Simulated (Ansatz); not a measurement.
Geometry relaxation, with input and output: Si$_{10}$H$_{5}$Cl (part 3 of 3)

Si$_{10}$H$_{5}$Cl (slab, 32 atoms in the cell); DFT PBE, scalar-relativistic, plane waves, PAW, PAW set soft_1, no spin polarisation (Ansatz 0.2.0); cutoff 420 eV, 2×2×1 k-mesh, Fermi–Dirac smearing of 0.02 eV. The input holds or restrains some coordinates. Forces given for the steps count only the free coordinates. It belongs to a series of runs on one base structure; here: end point A relaxed.

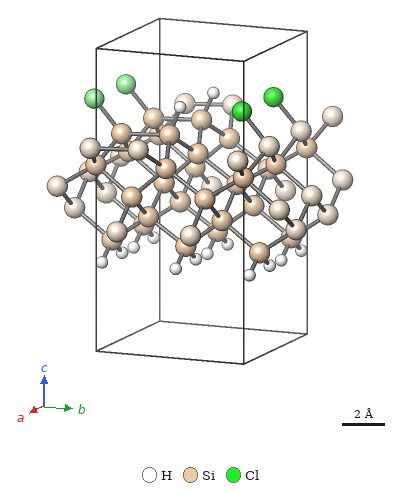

The geometry at step 12 of the log (ball-and-stick view of the cell of the calculation, with the vacuum cut short, seen slightly off an axis; neighbours outside the cell are drawn fainter).

## Trajectory as extended XYZ, continued
```
32
Lattice="7.6792 0.0000 0.0000 0.0000 7.6792 0.0000 0.0000 0.0000 18.2544" Properties=species:S:1:pos:R:3:forces:R:3 step=4 energy=-15028.53553
H     3.1438    0.0000    1.0000   -0.6157  -0.0841  -0.0067
H     0.6958    0.0000    1.0000    0.6215  -0.0837  -0.0093
H     6.9834    0.0000    1.0000   -0.6235  -0.0938  -0.0093
H     4.5354    0.0000    1.0000    0.6163  -0.0878  -0.0048
H     3.1438    3.8396    1.0000   -0.6236   0.0453  -0.0054
H     0.6958    3.8396    1.0000    0.6224   0.0428  -0.0041
H     6.9834    3.8396    1.0000   -0.6314   0.0851  -0.0196
H     4.5354    3.8396    1.0000    0.6213   0.0688  -0.0055
Si    1.9198    0.0000    1.8655   -0.0149  -0.2580  -0.2195
Si    5.7594    0.0000    1.8655    0.0154  -0.2380  -0.2229
Si    1.9198    3.8396    1.8655   -0.0019   0.0655  -0.0617
Si    5.7594    3.8396    1.8655    0.0506   0.1526  -0.1661
Si    1.9232    1.8997    3.1670    0.0106   0.0997  -0.0571
Si    5.7611    1.9108    3.1521   -0.0176   0.0669  -0.0568
Si    1.9212    5.7576    3.2441    0.0045  -0.0736   0.0555
Si    5.7590    5.7592    3.2471   -0.0090  -0.0456   0.0950
Si   -0.0108    1.9086    4.4720    0.1016  -0.0970   0.0071
Si    3.8579    1.9086    4.4719   -0.0007  -0.1150  -0.0088
Si    0.0024    5.7309    4.6411    0.0521   0.0492   0.0357
Si    3.8386    5.7312    4.6398   -0.0379   0.0556   0.0337
Si    0.0724    0.0260    5.9466    0.0369  -0.2399  -0.3269
Si    3.7913    0.0227    5.9433   -0.0767  -0.2218  -0.3065
Si    0.0123    3.7384    5.9081   -0.0448  -0.1740   0.2565
Si    3.8199    3.7409    5.9066    0.0270  -0.1517   0.2615
Si    1.9394    0.6101    7.2092    0.2290  -0.1480   0.3836
Si    5.7698    0.6880    6.8684    0.0370   0.0117   0.1804
Si    1.9167    3.0665    7.1249    0.0278   0.0466   0.2305
Si    5.7544    3.0973    7.0791    0.0048   0.0761   0.1412
H     1.9119    3.6535    8.4950   -0.0085  -0.0168   0.1159
H     5.7460    3.4658    8.5108    0.0005  -0.0975   0.2365
Cl    3.7056    6.2020    8.6933   -1.1164   0.8968  -0.4118
Cl    6.0569    6.0060    8.9372    0.7433   0.4636  -0.1314
32
Lattice="7.6792 0.0000 0.0000 0.0000 7.6792 0.0000 0.0000 0.0000 18.2544" Properties=species:S:1:pos:R:3:forces:R:3 step=6 energy=-15029.64968
H     3.1438    0.0000    1.0000   -0.6196  -0.0989  -0.0090
H     0.6958    0.0000    1.0000    0.6202  -0.0918  -0.0054
H     6.9834    0.0000    1.0000   -0.6202  -0.1098  -0.0044
H     4.5354    0.0000    1.0000    0.6066  -0.0981   0.0081
H     3.1438    3.8396    1.0000   -0.6269   0.0618  -0.0221
H     0.6958    3.8396    1.0000    0.6199   0.0532  -0.0136
H     6.9834    3.8396    1.0000   -0.6252   0.0916  -0.0204
H     4.5354    3.8396    1.0000    0.5983   0.0444   0.0211
Si    1.9198    0.0000    1.8655   -0.0021  -0.2960  -0.1540
Si    5.7594    0.0000    1.8655    0.0340  -0.2825  -0.1367
Si    1.9198    3.8396    1.8655    0.0115   0.0778  -0.1155
Si    5.7594    3.8396    1.8655    0.1327   0.2205  -0.1442
Si    1.9301    1.9039    3.1601    0.0300   0.1687  -0.0050
Si    5.7671    1.9133    3.1497   -0.0201  -0.0240   0.0629
Si    1.9227    5.7502    3.2515    0.0024  -0.0871   0.0165
Si    5.7605    5.7540    3.2622   -0.0078  -0.0603   0.0648
Si    0.0028    1.8945    4.4740    0.3243  -0.1622   0.0593
Si    3.8633    1.8960    4.4703   -0.0652  -0.2113  -0.0067
Si    0.0099    5.7021    4.6581    0.1119   0.0065   0.0377
Si    3.8359    5.7031    4.6539   -0.0687   0.0195   0.0218
Si    0.0948   -0.0002    5.9424   -0.1450  -0.1266  -0.1322
Si    3.7931   -0.0015    5.9284    0.0127   0.1187  -0.3445
Si    0.0150    3.7028    5.9466   -0.0743  -0.1409   0.2220
Si    3.8233    3.7080    5.9433    0.0712  -0.1347   0.1890
Si    1.9690    0.5669    7.2498    0.6951  -0.6137   0.1133
Si    5.7810    0.6633    6.8703    0.1337  -0.5889   0.8960
Si    1.9227    3.0486    7.1844    0.0733   0.1200   0.3135
Si    5.7572    3.0958    7.1424    0.0336  -0.0496   0.1337
H     1.9115    3.6520    8.5482    0.0021  -0.0507   0.0973
H     5.7489    3.4507    8.5821    0.0067  -0.0403   0.1568
Cl    3.4560    6.4710    8.5722   -1.7955   1.3416  -0.5406
Cl    6.1575    6.1800    8.8548    0.5505   0.9437  -0.7623
32
Lattice="7.6792 0.0000 0.0000 0.0000 7.6792 0.0000 0.0000 0.0000 18.2544" Properties=species:S:1:pos:R:3:forces:R:3 step=9 energy=-15032.07938
H     3.1438    0.0000    1.0000   -0.6257  -0.1234  -0.0188
H     0.6958    0.0000    1.0000    0.6122  -0.0969   0.0032
H     6.9834    0.0000    1.0000   -0.6257  -0.1256  -0.0168
H     4.5354    0.0000    1.0000    0.6072  -0.0976   0.0130
H     3.1438    3.8396    1.0000   -0.6336   0.0759  -0.0348
H     0.6958    3.8396    1.0000    0.6143   0.0483  -0.0073
H     6.9834    3.8396    1.0000   -0.6366   0.1039  -0.0427
H     4.5354    3.8396    1.0000    0.6002   0.0309   0.0272
Si    1.9198    0.0000    1.8655    0.0318  -0.2853  -0.0318
Si    5.7594    0.0000    1.8655    0.0583  -0.3059   0.0276
Si    1.9198    3.8396    1.8655    0.0399   0.1548  -0.2204
Si    5.7594    3.8396    1.8655    0.1938   0.1620  -0.0660
Si    1.9456    1.9189    3.1523    0.0317  -0.0053   0.0089
Si    5.7933    1.9132    3.1616    0.1386   0.0276   0.0150
Si    1.9245    5.7375    3.2591    0.0023  -0.0303   0.0357
Si    5.7659    5.7429    3.2772    0.0262  -0.0431   0.0072
Si    0.0518    1.8607    4.4906    0.0291  -0.1244   0.0733
Si    3.8749    1.8876    4.4517    0.0676   0.0263  -0.0220
Si    0.0231    5.6729    4.6809   -0.0174  -0.0777   0.0449
Si    3.8358    5.6801    4.6669    0.0562  -0.0603   0.0183
Si    0.0850   -0.0235    5.9479   -0.0042   0.2173  -0.1513
Si    3.8480    0.0231    5.8546    0.2259   0.2001  -0.3548
Si    0.0184    3.6566    5.9961    0.0745  -0.1206   0.0895
Si    3.8433    3.6678    5.9836    0.0324  -0.0869   0.1007
Si    2.0364    0.5191    7.1987    0.1176  -0.0028  -0.2724
Si    5.8068    0.5148    7.0629    0.2268  -0.7261   0.6350
Si    1.9421    3.0317    7.2471    0.0295  -0.1850  -0.0430
Si    5.7680    3.0331    7.2064    0.0367  -0.3513   0.1063
H     1.9180    3.6369    8.6085    0.0394  -0.0470   0.1636
H     5.7565    3.4644    8.6337    0.0089   0.0413   0.0826
Cl    2.9779    6.7784    8.5445   -1.1004   0.4881   0.4498
Cl    6.2383    6.5123    8.6100   -0.2576   1.3193  -0.6215
32
Lattice="7.6792 0.0000 0.0000 0.0000 7.6792 0.0000 0.0000 0.0000 18.2544" Properties=species:S:1:pos:R:3:forces:R:3 step=12 energy=-15033.00916
H     3.1438    0.0000    1.0000   -0.6292  -0.1252  -0.0220
H     0.6958    0.0000    1.0000    0.6072  -0.0892   0.0172
H     6.9834    0.0000    1.0000   -0.6302  -0.1263  -0.0267
H     4.5354    0.0000    1.0000    0.6067  -0.0870   0.0228
H     3.1438    3.8396    1.0000   -0.6352   0.0789  -0.0361
H     0.6958    3.8396    1.0000    0.6100   0.0501   0.0042
H     6.9834    3.8396    1.0000   -0.6395   0.1020  -0.0522
H     4.5354    3.8396    1.0000    0.6034   0.0313   0.0274
Si    1.9198    0.0000    1.8655    0.0656  -0.3320   0.0460
Si    5.7594    0.0000    1.8655    0.0879  -0.3265   0.0659
Si    1.9198    3.8396    1.8655    0.0584   0.1861  -0.1844
Si    5.7594    3.8396    1.8655    0.1869   0.1957  -0.1132
Si    1.9585    1.9208    3.1540    0.0304  -0.0231  -0.0025
Si    5.8138    1.9186    3.1582    0.0432  -0.0084  -0.0186
Si    1.9307    5.7337    3.2716    0.0024   0.0080   0.0207
Si    5.7743    5.7380    3.2785    0.0126  -0.0114  -0.0007
Si    0.0603    1.8744    4.4868   -0.0413   0.0235  -0.0435
Si    3.8931    1.9125    4.4499   -0.0036   0.0675  -0.0211
Si    0.0230    5.6674    4.6926   -0.0126  -0.0472   0.0260
Si    3.8523    5.6783    4.6786    0.0399  -0.0501   0.0213
Si    0.0665    0.0099    5.9117    0.0448   0.0113  -0.0391
Si    3.8848    0.0483    5.8356    0.0715  -0.0712   0.0624
Si    0.0246    3.6482    6.0175    0.0352   0.0304  -0.0301
Si    3.8671    3.6667    6.0125    0.0081   0.0075  -0.0512
Si    2.0196    0.5569    7.1362    0.0165   0.0093  -0.0276
Si    5.8150    0.5221    7.1080    0.0022   0.0188   0.0557
Si    1.9524    3.0227    7.2419    0.0037  -0.0008  -0.0200
Si    5.7825    2.9995    7.2360    0.0198  -0.0669   0.0551
H     1.9384    3.6352    8.6095    0.0277  -0.1326   0.0680
H     5.7682    3.5457    8.6330    0.0215  -0.0785   0.0101
Cl    2.4985    7.0033    8.7870   -0.4700   0.3332   0.1357
Cl    6.0584    6.8865    8.7555   -0.1431   0.4201   0.0494
32
Lattice="7.6792 0.0000 0.0000 0.0000 7.6792 0.0000 0.0000 0.0000 18.2544" Properties=species:S:1:pos:R:3:forces:R:3 step=14 energy=-15033.29598
H     3.1438    0.0000    1.0000   -0.6281  -0.1152  -0.0171
H     0.6958    0.0000    1.0000    0.6109  -0.0877   0.0158
H     6.9834    0.0000    1.0000   -0.6287  -0.1145  -0.0206
H     4.5354    0.0000    1.0000    0.6109  -0.0870   0.0180
H     3.1438    3.8396    1.0000   -0.6322   0.0813  -0.0293
H     0.6958    3.8396    1.0000    0.6127   0.0576   0.0055
H     6.9834    3.8396    1.0000   -0.6341   0.0916  -0.0379
H     4.5354    3.8396    1.0000    0.6095   0.0488   0.0166
Si    1.9198    0.0000    1.8655    0.0564  -0.3275   0.0420
Si    5.7594    0.0000    1.8655    0.0678  -0.3253   0.0364
Si    1.9198    3.8396    1.8655    0.0568   0.2202  -0.1137
Si    5.7594    3.8396    1.8655    0.1187   0.2278  -0.1064
Si    1.9517    1.9195    3.1563   -0.0074  -0.0006  -0.0033
Si    5.7989    1.9193    3.1560   -0.0161  -0.0070  -0.0019
Si    1.9298    5.7417    3.2772   -0.0037  -0.0186  -0.0022
Si    5.7725    5.7431    3.2776   -0.0040  -0.0136  -0.0015
Si    0.0399    1.8946    4.4776    0.0037   0.0153  -0.0143
Si    3.8799    1.9138    4.4615   -0.0096   0.0040   0.0045
Si    0.0150    5.6874    4.6934    0.0136   0.0233  -0.0041
Si    3.8540    5.6925    4.6850    0.0136   0.0128   0.0001
Si    0.0457    0.0386    5.9105   -0.0069  -0.0456   0.0102
Si    3.8773    0.0535    5.8766    0.0112  -0.0501   0.0405
Si    0.0189    3.6757    6.0021   -0.0048   0.0248   0.0186
Si    3.8629    3.6854    6.0005    0.0003   0.0106   0.0079
Si    1.9815    0.6092    7.1343    0.0106   0.0028   0.0451
Si    5.8005    0.5902    7.1256    0.0122  -0.0026   0.0668
Si    1.9426    3.0528    7.2252    0.0154   0.0402   0.0069
Si    5.7787    3.0347    7.2287    0.0122   0.0509   0.0048
H     1.9390    3.6149    8.6185    0.0104  -0.0956  -0.0168
H     5.7725    3.5743    8.6303    0.0118  -0.0684  -0.0216
Cl    2.2078    7.2265    8.9327   -0.2106   0.2067   0.0356
Cl    5.9237    7.1654    8.9117   -0.0724   0.2404   0.0161
32
Lattice="7.6792 0.0000 0.0000 0.0000 7.6792 0.0000 0.0000 0.0000 18.2544" Properties=species:S:1:pos:R:3:forces:R:3 step=17 energy=-15033.43856
H     3.1438    0.0000    1.0000   -0.6224  -0.0819  -0.0012
H     0.6958    0.0000    1.0000    0.6221  -0.0793  -0.0005
H     6.9834    0.0000    1.0000   -0.6224  -0.0819  -0.0014
H     4.5354    0.0000    1.0000    0.6221  -0.0793  -0.0004
H     3.1438    3.8396    1.0000   -0.6217   0.0822  -0.0045
H     0.6958    3.8396    1.0000    0.6214   0.0797  -0.0039
H     6.9834    3.8396    1.0000   -0.6217   0.0825  -0.0048
H     4.5354    3.8396    1.0000    0.6213   0.0794  -0.0035
Si    1.9198    0.0000    1.8655    0.0002  -0.2485   0.0189
Si    5.7594    0.0000    1.8655    0.0004  -0.2480   0.0182
Si    1.9198    3.8396    1.8655   -0.0006   0.2435  -0.0019
Si    5.7594    3.8396    1.8655    0.0016   0.2426  -0.0006
Si    1.9218    1.9205    3.1653   -0.0010  -0.0030   0.0037
Si    5.7617    1.9204    3.1654   -0.0021  -0.0018   0.0030
Si    1.9192    5.7584    3.2767    0.0000  -0.0022   0.0001
Si    5.7590    5.7586    3.2767   -0.0008  -0.0023   0.0001
Si    0.0022    1.9297    4.4880   -0.0065   0.0007  -0.0088
Si    3.8417    1.9302    4.4875   -0.0050   0.0004  -0.0071
Si   -0.0008    5.7541    4.6898   -0.0006   0.0038  -0.0057
Si    3.8389    5.7539    4.6895   -0.0010   0.0038  -0.0052
Si   -0.0027    0.0891    5.9535    0.0034   0.0053   0.0000
Si    3.8365    0.0893    5.9523    0.0028   0.0067   0.0015
Si   -0.0020    3.7501    5.9750    0.0013   0.0077  -0.0071
Si    3.8380    3.7503    5.9753    0.0017   0.0073  -0.0086
Si    1.9172    0.7219    7.1670    0.0032  -0.0013  -0.0217
Si    5.7561    0.7207    7.1665    0.0029  -0.0005  -0.0192
Si    1.9176    3.1429    7.1950    0.0002  -0.0055   0.0076
Si    5.7573    3.1420    7.1957   -0.0002  -0.0059   0.0060
H     1.9160    3.6404    8.6099    0.0035   0.0029  -0.0040
H     5.7564    3.6389    8.6108    0.0028   0.0036  -0.0045
Cl    1.9245    7.6306    9.1085   -0.0044  -0.0067   0.0281
Cl    5.7605    7.6252    9.1066   -0.0005  -0.0039   0.0273
```

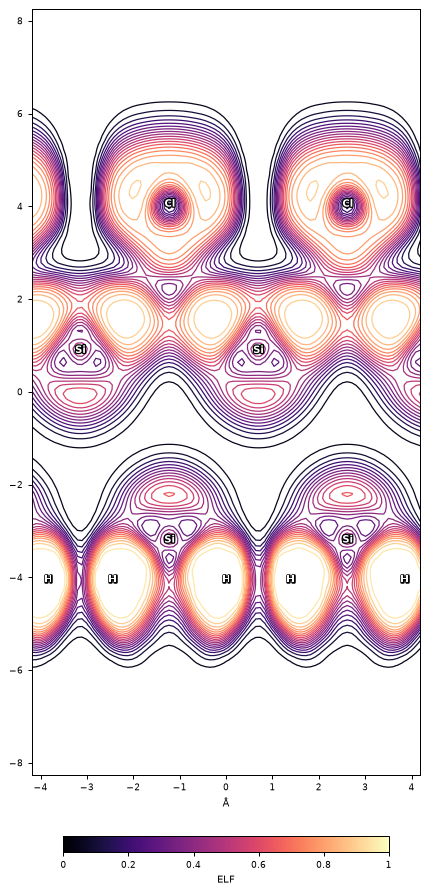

Electron localisation function on the (010) plane of the calculation cell, a cut from vacuum to vacuum. Si–H (1.50 Å): the ELF climbs to about 1 towards the hydrogen, as it does in any bond to H (a covalent bond by its length). The fields are those of the smooth PAW valence density.

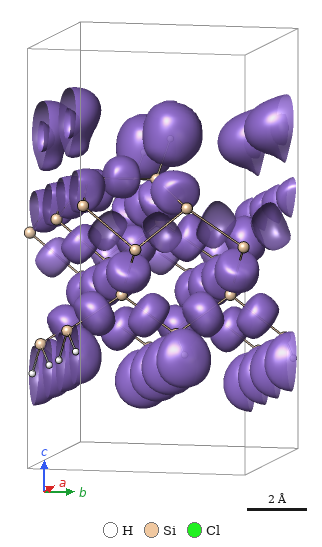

Isosurface of the ELF at 0.75 (purple), seen at an oblique angle. Only the valence region is drawn (cores and ρ < 0.01 e/Å³ removed). Sticks mark near contacts. Profiles from the grid: Si–H (1.50 Å): the ELF climbs to about 1 towards the hydrogen; a covalent bond by its length. Si–Cl (2.09 Å): the ELF peaks at about 0.85 between the atoms (a shared but strongly polarised pair).

## Results in brief

```csv
quantity,value
outcome,converged under the restraints of the input
electrons treated,104
free energy,−15033.4386 eV
Fermi energy,0.069 eV
gap on the k-point mesh,1.30 eV
final volume,1076.46 Å³
"largest force (length of the vector) at the end, held atoms and coordinates included",0.628 eV/Å
hardware,"2 threads of Arm Neoverse N1, 24 GiB of memory available, shared host"
wall time,5.5 min (CPU time 11 min)
peak memory,1.5 GiB
```

Warnings of the run: the exchange-correlation potential is rough where the density is thin.
